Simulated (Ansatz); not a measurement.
**WH6ClOF: nudged elastic band**

The run: nudged elastic band of WH6ClOF. Method and program: RKS PBE0-D4/def2-SVP (Ansatz 0.2.0).

It belongs to a series of runs on one base structure; here: band between the two ends. Figures and captions count atoms from 1; the log counts them from 0 in places.

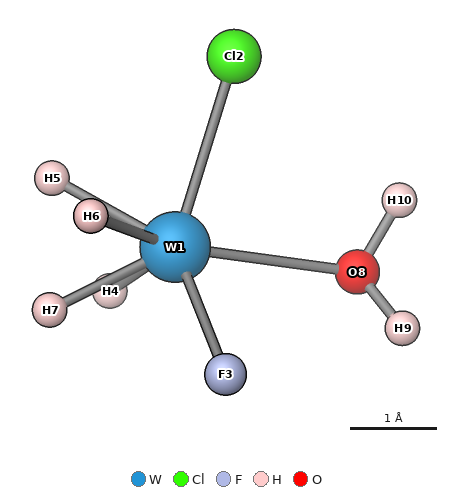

Figure 1. The starting structure (ball-and-stick view, seen at a tilt; atoms are numbered from 1 in the order of the input). Sticks mark near contacts.

**Results in brief**

| quantity | value |
| --- | --- |
| outcome | converged |
| barrier, forward | 0.986 eV |
| barrier, backward | 0.063 eV |
| hardware | 2 threads of Arm Neoverse N1, 54 GiB of memory available, shared host |
| wall time | 15 min (CPU time 29 min) |
| peak memory | 0.26 GiB |

The order of the saddle point was not checked.

**Input**
```yaml
crystal:
  periodic: [false, false, false]
  atoms:
    - { symbol: W, position_ang: [0.235968, 0.145483, 0.238747] }
    - { symbol: Cl, position_ang: [-0.610327, -0.090704, 2.393064] }
    - { symbol: F, position_ang: [1.910517, -0.315587, -0.524916] }
    - { symbol: H, position_ang: [-0.5182, 1.351179, -0.658912] }
    - { symbol: H, position_ang: [-1.370357, -0.196885, -0.051754] }
    - { symbol: H, position_ang: [-0.218639, -1.422711, -0.084738] }
    - { symbol: H, position_ang: [-0.282139, -0.371767, -1.25112] }
    - { symbol: O, position_ang: [1.633316, 1.597865, 1.346309] }
    - { symbol: H, position_ang: [2.573716, 1.446488, 1.17625] }
    - { symbol: H, position_ang: [1.489944, 1.553039, 2.304069] }
basis:
  gaussian: { orbitals: def2-SVP }
hamiltonian:
  xc: pbe0
  dispersion: d4
neb:
  order_check: false
  images: 7
  f_tol: 0.05
  max_iterations: 45
  final_atoms:
    - { symbol: W, position_ang: [0.69893715, -0.12433673, -0.31789316] }
    - { symbol: Cl, position_ang: [-0.50218842, 2.34333201, 3.02431021] }
    - { symbol: F, position_ang: [1.69218082, 0.29788768, -1.85201829] }
    - { symbol: H, position_ang: [-0.55037167, 0.69656957, 0.40280963] }
    - { symbol: H, position_ang: [-0.79618127, -0.87750314, -0.24188901] }
    - { symbol: H, position_ang: [0.66171509, -1.80217828, -0.10821106] }
    - { symbol: H, position_ang: [-0.49654131, 0.56756557, -1.23491116] }
    - { symbol: O, position_ang: [1.40238861, 0.60265624, 1.30827636] }
    - { symbol: H, position_ang: [2.32024913, 0.34228875, 1.49762619] }
    - { symbol: H, position_ang: [0.41361085, 1.65011833, 2.40889929] }
  initial_path:
    images:
      - { positions_ang: [[0.235968, 0.145483, 0.238747], [-0.610327, -0.090704, 2.393064], [1.910517, -0.315587, -0.524916], [-0.5182, 1.351179, -0.658912], [-1.370357, -0.196885, -0.051754], [-0.218639, -1.422711, -0.084738], [-0.282139, -0.371767, -1.25112], [1.633316, 1.597865, 1.346309], [2.573716, 1.446488, 1.17625], [1.489944, 1.553039, 2.304069]] }
      - { positions_ang: [[0.1795741, 0.09992141, 0.18390621], [-0.46454515, -0.03176816, 2.48306983], [1.89792015, -0.24094162, -0.38281046], [-0.39026171, 1.43322125, -0.51792807], [-1.45510857, -0.16144697, -0.03957635], [-0.15717135, -1.50525193, -0.0301175], [-0.20310668, -0.31654718, -1.36250589], [1.58938193, 1.58736264, 1.17005564], [2.47659618, 1.37158149, 1.1846682], [1.3705201, 1.46026906, 2.19823738]] }
      - { positions_ang: [[0.1231802, 0.05435982, 0.12906543], [-0.3187633, 0.02716768, 2.57307566], [1.8853233, -0.16629624, -0.24070491], [-0.26232341, 1.5152635, -0.37694415], [-1.53986014, -0.12600893, -0.02739869], [-0.0957037, -1.58779286, 0.02450301], [-0.12407436, -0.26132735, -1.47389179], [1.54544786, 1.57686028, 0.99380228], [2.37947636, 1.29667498, 1.1930864], [1.25109619, 1.36749913, 2.09240577]] }
      - { positions_ang: [[0.06678629, 0.00879823, 0.07422464], [-0.17298145, 0.08610352, 2.66308149], [1.87272645, -0.09165085, -0.09859937], [-0.13438512, 1.59730575, -0.23596022], [-1.62461171, -0.0905709, -0.01522104], [-0.03423605, -1.67033379, 0.07912351], [-0.04504204, -0.20610753, -1.58527768], [1.50151379, 1.56635791, 0.81754892], [2.28235655, 1.22176848, 1.2015046], [1.13167229, 1.27472919, 1.98657415]] }
      - { positions_ang: [[0.01039239, -0.03676337, 0.01938386], [-0.0271996, 0.14503937, 2.75308732], [1.8601296, -0.01700547, 0.04350618], [-0.00644682, 1.67934799, -0.0949763], [-1.70936328, -0.05513287, -0.00304338], [0.0272316, -1.75287472, 0.13374401], [0.03399028, -0.15088771, -1.69666357], [1.45757972, 1.55585555, 0.64129556], [2.18523673, 1.14686197, 1.20992279], [1.01224839, 1.18195926, 1.88074254]] }
      - { positions_ang: [[0.18252858, -0.05865671, -0.0649354], [-0.14594681, 0.69461253, 2.82089304], [1.8181424, 0.06171782, -0.43037494], [-0.14242803, 1.43365339, 0.02947018], [-1.48106778, -0.26072544, -0.06275479], [0.18585247, -1.76520061, 0.07325524], [-0.09864261, 0.02872561, -1.58122547], [1.44378194, 1.31755572, 0.80804076], [2.21898983, 0.94571866, 1.28184864], [0.862589, 1.29899902, 2.01278172]] }
      - { positions_ang: [[0.35466477, -0.08055005, -0.14925465], [-0.26469401, 1.24418569, 2.88869876], [1.77615521, 0.14044111, -0.90425606], [-0.27840924, 1.18795878, 0.15391667], [-1.25277228, -0.466318, -0.1224662], [0.34447335, -1.7775265, 0.01276648], [-0.23127551, 0.20833893, -1.46578737], [1.42998416, 1.0792559, 0.97478596], [2.25274293, 0.74457536, 1.35377449], [0.71292962, 1.41603879, 2.14482091]] }
      - { positions_ang: [[0.52680096, -0.10244339, -0.23357391], [-0.38344121, 1.79375885, 2.95650449], [1.73416802, 0.21916439, -1.37813718], [-0.41439045, 0.94226417, 0.27836315], [-1.02447677, -0.67191057, -0.1821776], [0.50309422, -1.78985239, -0.04772229], [-0.36390841, 0.38795225, -1.35034926], [1.41618639, 0.84095607, 1.14153116], [2.28649603, 0.54343206, 1.42570034], [0.56327023, 1.53307856, 2.2768601]] }
      - { positions_ang: [[0.69893715, -0.12433673, -0.31789316], [-0.50218842, 2.34333201, 3.02431021], [1.69218082, 0.29788768, -1.85201829], [-0.55037167, 0.69656957, 0.40280963], [-0.79618127, -0.87750314, -0.24188901], [0.66171509, -1.80217828, -0.10821106], [-0.49654131, 0.56756557, -1.23491116], [1.40238861, 0.60265624, 1.30827636], [2.32024913, 0.34228875, 1.49762619], [0.41361085, 1.65011833, 2.40889929]] }
```

Launch command:
```bash
ansatz run input.yaml --threads 2 --pin off --max-ram 3072MiB --backend cpu --events-out ev --progress --plain --runs-dir out
```

**Output**
```
Engine: ansatz 0.2.0, aarch64-unknown-linux-gnu
Functional definition: PBE0
  parameter a = 0.25
  parameter kappa = 0.804
  parameter beta = 0.06672455060314922
  exchange = (1 - a)*pbe_x(kappa = kappa, mu = beta*pi^2/3) + a*exact_x
  correlation = pbe_c(beta = beta)
1137 factors; integrals over basis functions are off by at most 4.7e-4 eV
mean field evaluation 1: about -19189.6629 eV, gradient 5.0e1 eV
mean field evaluation 2: about -19182.1719 eV, gradient 8.3e1 eV
mean field evaluation 4: about -19194.1496 eV, gradient 4.7e0 eV
mean field evaluation 8: about -19194.2583 eV, gradient 7.4e-1 eV
mean field evaluation 16: about -19194.2594 eV, gradient 1.2e-4 eV
mean field -19194.25944700 eV, -705.3760243409 hartree, gradient 5.9e-5 eV, S^2 0.000000; 0 other end points of the search recorded, 0 dependent functions left out
the calculation of the forces begins
reference -19194.25949450 eV, -705.3760260866 hartree; 27, 27 occupied and 81, 81 virtual orbitals, 1137 factors
1136 factors; integrals over basis functions are off by at most 1.0e-3 eV
mean field evaluation 32: about -19193.3600 eV, gradient 3.3e-3 eV
mean field -19193.35996009 eV, -705.3429688067 hartree, gradient 8.6e-5 eV, S^2 0.000000; 0 other end points of the search recorded, 0 dependent functions left out
[... from here on the field's lines of each further geometry are left out, up to the last ...]
NEB iter   1: max|band force component| = 1.219e1 eV/Å  barrier→ = 10.2975 eV  barrier← = 9.3743 eV  Δτ_max = 0.2000 Å  (315 SCF iters)
NEB iter   2: max|band force component| = 6.152e0 eV/Å  barrier→ = 5.6278 eV  barrier← = 4.7045 eV  Δτ_max = 0.2000 Å  (298 SCF iters)
NEB iter   3: max|band force component| = 4.165e0 eV/Å  barrier→ = 3.5579 eV  barrier← = 2.6347 eV  Δτ_max = 0.2000 Å  (278 SCF iters)
NEB iter   4: max|band force component| = 3.015e0 eV/Å  barrier→ = 2.2196 eV  barrier← = 1.2964 eV  Δτ_max = 0.2000 Å  (269 SCF iters)
NEB iter   5: max|band force component| = 1.905e0 eV/Å  barrier→ = 1.3260 eV  barrier← = 0.4028 eV  Δτ_max = 0.2000 Å  (255 SCF iters)
NEB iter   6: max|band force component| = 1.595e0 eV/Å  barrier→ = 1.2461 eV  barrier← = 0.3229 eV  Δτ_max = 0.2000 Å  (257 SCF iters)
NEB iter   7: max|band force component| = 1.541e0 eV/Å  barrier→ = 1.3214 eV  barrier← = 0.3982 eV  Δτ_max = 0.1951 Å  (256 SCF iters)
NEB iter   8: max|band force component| = 1.210e0 eV/Å  barrier→ = 1.3195 eV  barrier← = 0.3963 eV  Δτ_max = 0.2000 Å  (252 SCF iters)
NEB iter   9: max|band force component| = 1.764e0 eV/Å  barrier→ = 1.3065 eV  barrier← = 0.3833 eV  Δτ_max = 0.0998 Å  (255 SCF iters)
NEB iter  10: max|band force component| = 8.821e-1 eV/Å  barrier→ = 1.1412 eV  barrier← = 0.2180 eV  Δτ_max = 0.1002 Å  (238 SCF iters)
NEB iter  11: max|band force component| = 4.144e-1 eV/Å  barrier→ = 1.1460 eV  barrier← = 0.2228 eV  CI = image 4  Δτ_max = 0.2000 Å  (243 SCF iters)
NEB iter  12: max|band force component| = 7.159e-1 eV/Å  barrier→ = 1.1148 eV  barrier← = 0.1916 eV  CI = image 4  Δτ_max = 0.1008 Å  (246 SCF iters)
NEB iter  13: max|band force component| = 7.608e-1 eV/Å  barrier→ = 1.0597 eV  barrier← = 0.1365 eV  CI = image 4  Δτ_max = 0.1014 Å  (243 SCF iters)
NEB iter  14: max|band force component| = 6.650e-1 eV/Å  barrier→ = 1.0198 eV  barrier← = 0.0966 eV  CI = image 4  Δτ_max = 0.1014 Å  (243 SCF iters)
NEB iter  15: max|band force component| = 3.014e-1 eV/Å  barrier→ = 0.9918 eV  barrier← = 0.0686 eV  CI = image 4  Δτ_max = 0.1125 Å  (246 SCF iters)
NEB iter  16: max|band force component| = 1.637e-1 eV/Å  barrier→ = 0.9885 eV  barrier← = 0.0653 eV  CI = image 4  Δτ_max = 0.0646 Å  (229 SCF iters)
NEB iter  17: max|band force component| = 1.034e-1 eV/Å  barrier→ = 0.9881 eV  barrier← = 0.0648 eV  CI = image 4  Δτ_max = 0.1188 Å  (238 SCF iters)
NEB iter  18: max|band force component| = 1.334e-1 eV/Å  barrier→ = 0.9869 eV  barrier← = 0.0636 eV  CI = image 4  Δτ_max = 0.0587 Å  (229 SCF iters)
NEB iter  19: max|band force component| = 6.147e-2 eV/Å  barrier→ = 0.9865 eV  barrier← = 0.0632 eV  CI = image 4  Δτ_max = 0.0077 Å  (226 SCF iters)
the calculation of the forces begins
reference -19193.35205096 eV, -705.3426781516 hartree; 27, 27 occupied and 81, 81 virtual orbitals, 1138 factors
1139 factors; integrals over basis functions are off by at most 9.0e-4 eV
mean field -19193.26871039 eV, -705.3396154422 hartree, gradient 1.9e-5 eV, S^2 0.000000; 1 other end points of the search recorded, 0 dependent functions left out
the calculation of the forces begins
reference -19193.26875576 eV, -705.3396171092 hartree; 27, 27 occupied and 81, 81 virtual orbitals, 1139 factors
NEB iter  20: max|band force component| = 4.028e-2 eV/Å  barrier→ = 0.9864 eV  barrier← = 0.0632 eV  CI = image 4  Δτ_max = 0.0000 Å  (407 SCF iters)
```

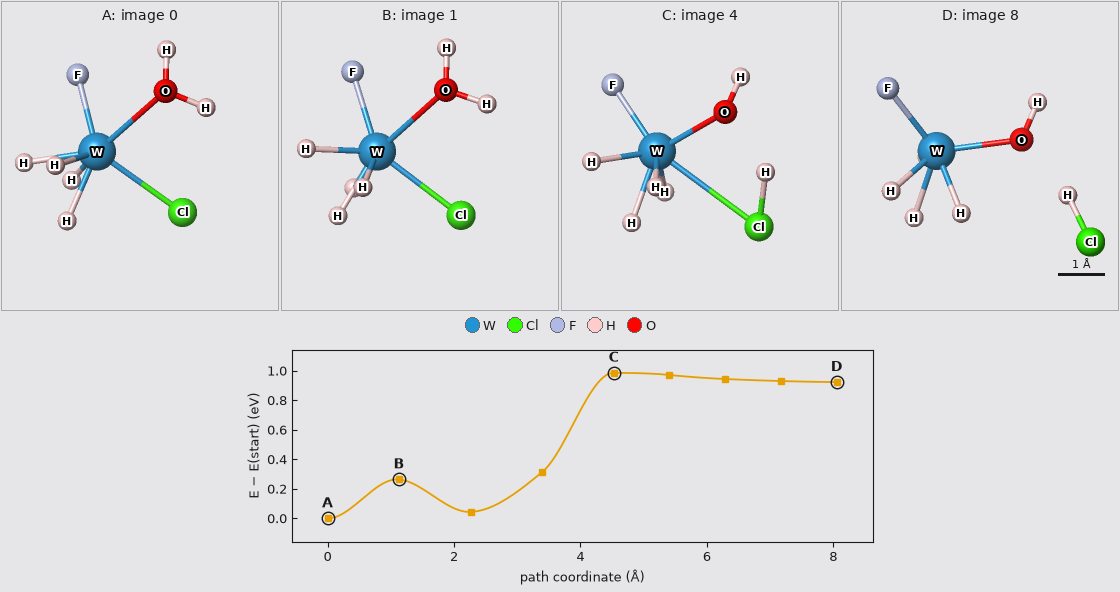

Figure 2. Images of the last band (counted from 0; ball-and-stick, seen at a tilt) above the energy along the path; the line is a cubic interpolation that uses the forces. The highest image is number 4, 0.986 eV above the start and 0.063 eV above the end (the climbing image); the end lies 0.923 eV above the start. The path is 8.06 Å long. The band converged in 20 iterations.

```
Total energy: -19193.46421080 eV, -705.3467999495 hartree
Atom 0 at     0.571359     0.023907    -0.001346 Å, force     0.012463    -0.003160    -0.003826 eV/Å
Atom 1 at    -0.547850     0.494392     2.537928 Å, force     0.009921     0.009944    -0.002852 eV/Å
Atom 2 at     1.865925    -0.606428    -1.207533 Å, force    -0.006398     0.004798     0.006189 eV/Å
Atom 3 at    -0.450021     1.335021    -0.062955 Å, force     0.000411    -0.001004    -0.000563 eV/Å
Atom 4 at    -1.070031    -0.283198    -0.125332 Å, force    -0.002821     0.001865    -0.000369 eV/Å
Atom 5 at     0.005049    -1.435426     0.634522 Å, force     0.000857    -0.001169    -0.000171 eV/Å
Atom 6 at    -0.118882     0.444061    -1.447544 Å, force    -0.000308    -0.000662     0.000448 eV/Å
Atom 7 at     1.577273     1.378076     1.047867 Å, force    -0.007309     0.000003     0.007496 eV/Å
Atom 8 at     2.480327     1.084718     1.248239 Å, force     0.000313    -0.002185    -0.004703 eV/Å
Atom 9 at     0.530650     1.261276     2.263153 Å, force    -0.007127    -0.008430    -0.001650 eV/Å
Dipole moment:     0.382568     0.034693     0.392107 e Å
this run last wrote the band of iteration 20 to [file]
```

**The last band as extended XYZ (Å, eV, eV/Å)**
```
10
Properties=species:S:1:pos:R:3:forces:R:3 image=0 energy=-19194.45058
W     0.2360    0.1455    0.2387    0.0037  -0.0007  -0.0049
Cl   -0.6103   -0.0907    2.3931   -0.0038  -0.0011   0.0027
F     1.9105   -0.3156   -0.5249   -0.0045   0.0007   0.0012
H    -0.5182    1.3512   -0.6589    0.0001  -0.0001   0.0000
H    -1.3704   -0.1969   -0.0518    0.0009  -0.0012   0.0010
H    -0.2186   -1.4227   -0.0847    0.0012   0.0008   0.0006
H    -0.2821   -0.3718   -1.2511    0.0008   0.0016   0.0011
O     1.6333    1.5979    1.3463    0.0015   0.0009  -0.0028
H     2.5737    1.4465    1.1763   -0.0025  -0.0001   0.0029
H     1.4899    1.5530    2.3041    0.0025  -0.0008  -0.0017
10
Properties=species:S:1:pos:R:3:forces:R:3 image=1 energy=-19194.18647
W     0.2804   -0.0596    0.2456    0.0101  -0.0088  -0.0045
Cl   -0.7706    0.1623    2.3152    0.0004   0.0053   0.0062
F     1.9830   -0.3666   -0.5595    0.0000  -0.0088   0.0026
H    -0.8047    1.1395   -0.1301   -0.0099  -0.0051   0.0151
H    -1.2553   -0.3678   -0.3074    0.0064  -0.0057  -0.0163
H    -0.3292   -1.6305    0.1478   -0.0083  -0.0082   0.0120
H    -0.0404    0.2211   -1.3755    0.0099   0.0306   0.0045
O     1.6653    1.4925    1.2540    0.0057   0.0046  -0.0093
H     2.6149    1.3680    1.1227   -0.0018  -0.0043  -0.0063
H     1.5005    1.7374    2.1742   -0.0125   0.0003  -0.0038
10
Properties=species:S:1:pos:R:3:forces:R:3 image=2 energy=-19194.40661
W     0.1793   -0.1907    0.3092   -0.0219   0.0131   0.0203
Cl   -0.5408    0.1368    2.4949   -0.0136  -0.0062  -0.0023
F     1.9013   -0.6216   -0.3293    0.0123   0.0035   0.0115
H    -0.8751    1.0941    0.1426   -0.0100  -0.0087  -0.0054
H    -1.0270   -0.4834   -0.8034   -0.0021  -0.0028  -0.0039
H    -0.5166   -1.7348    0.2366    0.0004  -0.0013  -0.0234
H     0.2064    0.7381   -1.0686   -0.0044  -0.0132   0.0046
O     1.5735    1.5756    1.0271    0.0402  -0.0037   0.0449
H     2.5162    1.3908    0.9194   -0.0018   0.0009  -0.0469
H     1.4266    1.7916    1.9585    0.0009   0.0183   0.0005
10
Properties=species:S:1:pos:R:3:forces:R:3 image=3 energy=-19194.13719
W     0.3628   -0.0756    0.1533   -0.0792  -0.0406   0.0596
Cl   -0.5370    0.2438    2.3720    0.0069  -0.0965  -0.0618
F     1.9268   -0.5229   -0.8193    0.0179   0.0323   0.1399
H    -0.7001    1.1870   -0.0058   -0.0891  -0.0505   0.0250
H    -1.1947   -0.3992   -0.3330   -0.0508  -0.0342  -0.0773
H    -0.2989   -1.5920    0.4312   -0.1196  -0.0577  -0.0801
H    -0.0242    0.4937   -1.3615    0.0340   0.0274   0.0304
O     1.6208    1.5107    1.1399    0.0152   0.0493   0.0270
H     2.5438    1.2765    1.3124    0.0250   0.0609   0.0313
H     1.1445    1.5743    1.9978    0.2398   0.1096  -0.0940
10
Properties=species:S:1:pos:R:3:forces:R:3 image=4 energy=-19193.46417
W     0.5714    0.0239   -0.0013    0.0125  -0.0032  -0.0038
Cl   -0.5478    0.4944    2.5379    0.0099   0.0099  -0.0029
F     1.8659   -0.6064   -1.2075   -0.0064   0.0048   0.0062
H    -0.4500    1.3350   -0.0630    0.0004  -0.0010  -0.0006
H    -1.0700   -0.2832   -0.1253   -0.0028   0.0019  -0.0004
H     0.0050   -1.4354    0.6345    0.0009  -0.0012  -0.0002
H    -0.1189    0.4441   -1.4475   -0.0003  -0.0007   0.0004
O     1.5773    1.3781    1.0479   -0.0073   0.0000   0.0075
H     2.4803    1.0847    1.2482    0.0003  -0.0022  -0.0047
H     0.5306    1.2613    2.2632   -0.0071  -0.0084  -0.0016
10
Properties=species:S:1:pos:R:3:forces:R:3 image=5 energy=-19193.47900
W     0.6866    0.0017   -0.2045    0.0090  -0.0029  -0.0086
Cl   -0.6498    0.7301    3.0547   -0.0131   0.0139   0.0317
F     1.8238   -0.5212   -1.5985   -0.0008   0.0045  -0.0204
H    -0.3542    1.2913   -0.0797    0.0083  -0.0030  -0.0018
H    -0.9499   -0.3384   -0.0873    0.0069  -0.0030   0.0006
H     0.2124   -1.3968    0.6195    0.0117   0.0014  -0.0002
H    -0.2289    0.4527   -1.5119   -0.0050  -0.0004  -0.0069
O     1.5729    1.2420    0.9724   -0.0022  -0.0035  -0.0031
H     2.4213    0.8871    1.2904   -0.0047  -0.0159   0.0021
H     0.3097    1.3480    2.4319   -0.0101   0.0088   0.0066
10
Properties=species:S:1:pos:R:3:forces:R:3 image=6 energy=-19193.50636
W     0.7044   -0.0468   -0.3091    0.0011  -0.0011  -0.0012
Cl   -0.6105    1.2767    3.3414   -0.0001   0.0129   0.0054
F     1.7880   -0.2933   -1.8195    0.0010   0.0054  -0.0051
H    -0.4031    1.1399    0.0398   -0.0008  -0.0036   0.0024
H    -0.8990   -0.4991   -0.1322    0.0016  -0.0041  -0.0014
H     0.3710   -1.5521    0.3861    0.0038  -0.0037  -0.0054
H    -0.3257    0.5035   -1.4882   -0.0012   0.0011   0.0000
O     1.5124    1.0370    1.0507   -0.0024  -0.0039   0.0021
H     2.3675    0.6784    1.3473   -0.0017  -0.0057   0.0016
H     0.3388    1.4522    2.4706   -0.0013   0.0026   0.0015
10
Properties=species:S:1:pos:R:3:forces:R:3 image=7 energy=-19193.52006
W     0.7036   -0.0979   -0.3307    0.0011  -0.0008   0.0009
Cl   -0.5785    1.8606    3.2666    0.0000   0.0075  -0.0009
F     1.7472   -0.0313   -1.8877   -0.0001   0.0044  -0.0011
H    -0.4674    0.9407    0.2215   -0.0012  -0.0024   0.0029
H    -0.8600   -0.6808   -0.1785    0.0005  -0.0030  -0.0009
H     0.4964   -1.7097    0.1388    0.0020  -0.0020  -0.0039
H    -0.4052    0.5496   -1.3811   -0.0013   0.0013   0.0009
O     1.4675    0.8139    1.1711   -0.0010  -0.0038   0.0008
H     2.3474    0.4796    1.4176   -0.0005  -0.0024   0.0015
H     0.3929    1.5718    2.4492    0.0005   0.0013  -0.0001
10
Properties=species:S:1:pos:R:3:forces:R:3 image=8 energy=-19193.52734
W     0.6989   -0.1243   -0.3179    0.0253  -0.0114   0.0033
Cl   -0.5022    2.3433    3.0243   -0.0023   0.0046   0.0007
F     1.6922    0.2979   -1.8520   -0.0051  -0.0027   0.0010
H    -0.5504    0.6966    0.4028    0.0008  -0.0017   0.0054
H    -0.7962   -0.8775   -0.2419   -0.0058  -0.0018  -0.0004
H     0.6617   -1.8022   -0.1082    0.0018  -0.0049  -0.0084
H    -0.4965    0.5676   -1.2349   -0.0064   0.0076  -0.0055
O     1.4024    0.6027    1.3083   -0.0054   0.0188   0.0065
H     2.3202    0.3423    1.4976   -0.0056  -0.0081  -0.0059
H     0.4136    1.6501    2.4089    0.0028  -0.0004   0.0034
```
